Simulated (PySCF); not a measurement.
Input

```
{"job": {"kind": "nmr", "xc": "PBE0", "basis": "pcSseg-1"}, "charge": 0, "multiplicity": 1}
C      2.739270     0.860908     0.233419
C      1.531122     0.337013     0.085199
C      1.191412    -0.630229    -1.032014
B     -0.379564    -0.730123    -1.174902
C     -1.121192    -0.515682     0.191442
C     -2.609206    -0.172649     0.153879
Si     0.002918     0.725069     1.129684
H      2.960854     1.556565     1.026005
H      3.561982     0.619330    -0.425122
H      1.583364    -1.615532    -0.751251
H      1.728319    -0.357314    -1.944216
H     -0.924875    -0.893676    -2.198540
H     -1.016495    -1.457854     0.745146
H     -3.019443    -0.087217     1.159488
H     -3.172988    -0.937429    -0.379064
H     -2.765965     0.776497    -0.354227
H     -0.451305     2.112036     0.966170
H      0.153033     0.416605     2.557247
```

Launched as:

```sh
OMP_NUM_THREADS=1 python probes_run.py task.json out
```

Geometry: GFN2-xTB.

Computed with PBE0/pcSseg-1, SCF density, gas phase, non-relativistic (PySCF 2.14.0).

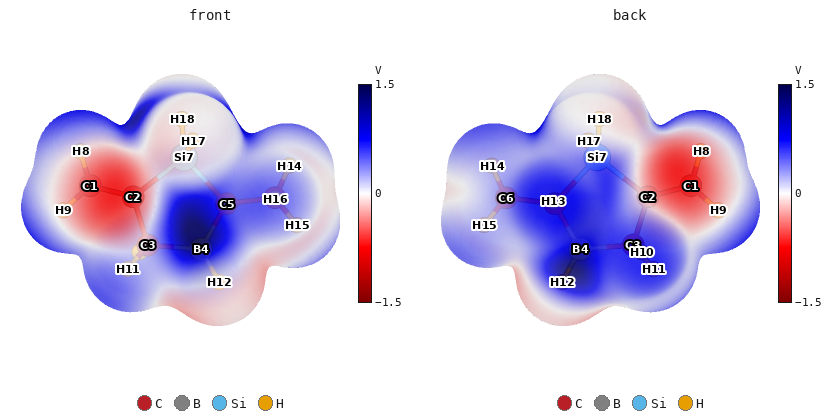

C$_{5}$H$_{11}$BSi (SMILES C=C1CB[C@H](C)[SiH2]1). The molecular electrostatic potential painted on the density surface at 0.002 e/bohr³, seen from the front and from behind; the colour scale runs from red (negative) to blue (positive).

Question: Where is the surface potential most negative and most positive?

Answer: The most negative region (about −0.7 V) lies over the π face of C1 and C2, the most positive (about +1.4 V) over B4.

Question: What dipole moment does the calculation give?

Answer: Its dipole moment is 0.55 D.
